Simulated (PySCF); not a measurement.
**What a change does: NMR shielding calculation on C3H7FOSi**

System: C3H7FOSi, SMILES C=C(CF)O[SiH3].
Method of run A: GIAO PBE0/STO-3G NMR shielding, non-relativistic, gas phase (PySCF 2.14.0).

The geometry comes from this level: PBE0-D3(BJ)/def2-SVP. Text and figures count atoms from 1; the logs count them from 0 in places.

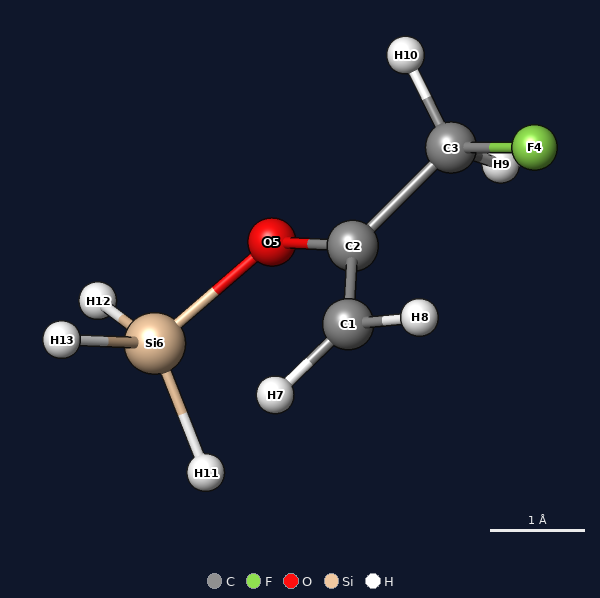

The structure as given in the input (ball-and-stick view, seen at a tilt; atoms are numbered from 1 in the order of the input).

## Input file, run A
```
{"job": {"kind": "nmr", "xc": "PBE0", "basis": "STO-3G", "pop": true}, "charge": 0, "multiplicity": 1}
C     -0.547086    -1.254033     0.545570
C     -0.187139    -0.359455    -0.377750
C     -0.471500    -0.508054    -1.842128
F     -1.133391    -1.667495    -2.115014
O      0.473513     0.800701    -0.157259
Si     0.872411     1.447859     1.345573
H     -0.323474    -1.121123     1.606572
H     -1.078738    -2.152072     0.233322
H     -1.076992     0.352173    -2.179576
H      0.482317    -0.484711    -2.398970
H     -0.365509     1.663629     2.149974
H      1.542494     2.737830     1.040648
H      1.794002     0.533673     2.081055
```

The first line tells a small driver script what to run in PySCF; the rest is the geometry in Å.

Launched with:
```bash
OMP_NUM_THREADS=1 python <driver script> task.json out
```

Hardware: 1 CPU thread, shared host.

## Output (run A)
```
coarse grid: 11400 points
cycle   1  E = -575.3137166092  dE =  6.298e-01  |g| = 5.877e-01  |ddm| = 4.464e+00
cycle   2  E = -575.2792491312  dE =  3.447e-02  |g| = 7.457e-01  |ddm| = 1.748e+00
cycle   3  E = -575.4325726250  dE = -1.533e-01  |g| = 1.019e-01  |ddm| = 9.473e-01
cycle   4  E = -575.4352424653  dE = -2.670e-03  |g| = 4.817e-02  |ddm| = 1.947e-01
cycle   5  E = -575.4359471855  dE = -7.047e-04  |g| = 1.193e-02  |ddm| = 7.520e-02
cycle   6  E = -575.4359910099  dE = -4.382e-05  |g| = 1.884e-03  |ddm| = 1.572e-02
cycle   7  E = -575.4359920557  dE = -1.046e-06  |g| = 3.014e-04  |ddm| = 2.531e-03
final grid: 105968 points
cycle   8  E = -575.3905119033  dE = -3.497e-06  |g| = 5.045e-03  |ddm| = 1.378e-02
cycle   9  E = -575.3905078797  dE =  4.024e-06  |g| = 6.170e-03  |ddm| = 1.434e-02
cycle  10  E = -575.3905192503  dE = -1.137e-05  |g| = 1.034e-03  |ddm| = 8.730e-03
cycle  11  E = -575.3905195868  dE = -3.365e-07  |g| = 1.181e-04  |ddm| = 1.400e-03
cycle  12  E = -575.3905195909  dE = -4.066e-09  |g| = 1.669e-05  |ddm| = 1.606e-04
cycle  13  E = -575.3905195909  dE = -9.118e-11  |g| = 5.888e-06  |ddm| = 3.128e-05
converged SCF energy = -575.3905195909

GIAO shielding tensors (ppm)
atom      isotropic    diamagn.    paramagn.     s11        s22        s33       span
  0 C      151.985     256.389    -104.404     73.287    166.988    215.679    142.392
  1 C      110.903     256.633    -145.730     40.631    125.489    166.590    125.959
  2 C      176.405     248.834     -72.429    153.725    159.915    215.575     61.850
  3 F      455.918     451.646       4.271    410.597    465.221    491.934     81.337
  4 O      342.963     378.649     -35.686    169.926    409.506    449.458    279.532
  5 Si     560.420     868.281    -307.861    517.982    521.752    641.527    123.545
  6 H       29.318      34.052      -4.735     26.693     27.255     34.006      7.313
  7 H       28.556      31.872      -3.316     25.068     27.356     33.244      8.176
  8 H       30.006      29.935       0.071     25.097     29.194     35.726     10.629
  9 H       29.967      29.768       0.200     25.103     29.098     35.701     10.598
 10 H       29.956      31.579      -1.623     26.307     27.731     35.830      9.523
 11 H       29.821      30.432      -0.611     25.905     27.476     36.082     10.177
 12 H       29.877      31.518      -1.641     26.238     27.687     35.706      9.468
```

For run B the input was changed thus:
```diff
-"basis": "STO-3G"
+"basis": "6-31G"
```

Predict how the results change.

The total energy of run B is 4457.0 kcal/mol lower, which measures the change of basis and not a stability. The HOMO goes from −3.80 to −6.75 eV. The LUMO goes from 4.36 to 0.29 eV. The dipole moment goes from 1.80 to 2.30 D. Of all shieldings, the largest change is that of Si6, by −112.6 ppm. The SCF takes 14 iterations against 13. The basis functions go from 41 to 72.

## Output (run B)
```
coarse grid: 11400 points
cycle   1  E = -582.4336180831  dE =  7.472e-01  |g| = 7.181e-01  |ddm| = 3.293e+00
cycle   2  E = -582.3255093816  dE =  1.081e-01  |g| = 1.062e+00  |ddm| = 1.636e+00
cycle   3  E = -582.5361147786  dE = -2.106e-01  |g| = 7.013e-02  |ddm| = 9.621e-01
cycle   4  E = -582.5369323273  dE = -8.175e-04  |g| = 4.210e-02  |ddm| = 1.157e-01
cycle   5  E = -582.5372944249  dE = -3.621e-04  |g| = 1.473e-02  |ddm| = 5.178e-02
cycle   6  E = -582.5373503606  dE = -5.594e-05  |g| = 1.246e-03  |ddm| = 1.654e-02
cycle   7  E = -582.5373507747  dE = -4.141e-07  |g| = 4.920e-04  |ddm| = 2.191e-03
final grid: 105968 points
cycle   8  E = -582.4931452675  dE = -1.008e-05  |g| = 7.980e-03  |ddm| = 1.701e-02
cycle   9  E = -582.4931315928  dE =  1.367e-05  |g| = 1.176e-02  |ddm| = 1.664e-02
cycle  10  E = -582.4931583599  dE = -2.677e-05  |g| = 1.152e-03  |ddm| = 1.019e-02
cycle  11  E = -582.4931586765  dE = -3.166e-07  |g| = 2.707e-04  |ddm| = 1.422e-03
cycle  12  E = -582.4931586909  dE = -1.442e-08  |g| = 6.955e-05  |ddm| = 2.948e-04
cycle  13  E = -582.4931586921  dE = -1.151e-09  |g| = 1.811e-05  |ddm| = 9.611e-05
cycle  14  E = -582.4931586921  dE = -8.833e-11  |g| = 5.182e-06  |ddm| = 2.335e-05
converged SCF energy = -582.4931586921

GIAO shielding tensors (ppm)
atom      isotropic    diamagn.    paramagn.     s11        s22        s33       span
  0 C      113.740     259.421    -145.681     32.240    126.266    182.713    150.473
  1 C       46.739     247.659    -200.921    -51.413     72.862    118.768    170.181
  2 C      121.514     243.992    -122.477     94.418     99.551    170.574     76.156
  3 F      433.167     468.421     -35.253    409.920    414.379    475.203     65.282
  4 O      260.376     404.077    -143.702    154.143    280.638    346.346    192.203
  5 Si     447.801     880.151    -432.351    403.481    410.064    529.857    126.376
  6 H       28.311      31.967      -3.656     26.029     26.410     32.495      6.466
  7 H       27.855      30.269      -2.414     24.917     27.565     31.083      6.166
  8 H       27.751      28.168      -0.417     23.571     28.747     30.935      7.364
  9 H       27.711      28.119      -0.408     23.526     28.699     30.908      7.382
 10 H       27.427      28.994      -1.567     23.844     25.744     32.695      8.851
 11 H       27.525      29.254      -1.729     23.508     26.073     32.993      9.484
 12 H       27.336      29.009      -1.673     23.716     25.640     32.653      8.937
```

## The two runs side by side

```csv
quantity,run A,run B
outcome,converged,converged
total energy (hartree),−575.390520,−582.493159
HOMO (eV),−3.80,−6.75
LUMO (eV),4.36,0.29
dipole moment (D),1.80,2.30
shielding of C1 (ppm),152.0,113.7
shielding of C2 (ppm),110.9,46.7
shielding of C3 (ppm),176.4,121.5
shielding of F4 (ppm),455.9,433.2
shielding of O5 (ppm),343.0,260.4
shielding of Si6 (ppm),560.4,447.8
shielding of H13 (ppm),29.9,27.3
SCF iterations,13,14
basis functions,41,72
wall time (shared host),3.4 s,6.7 s
```
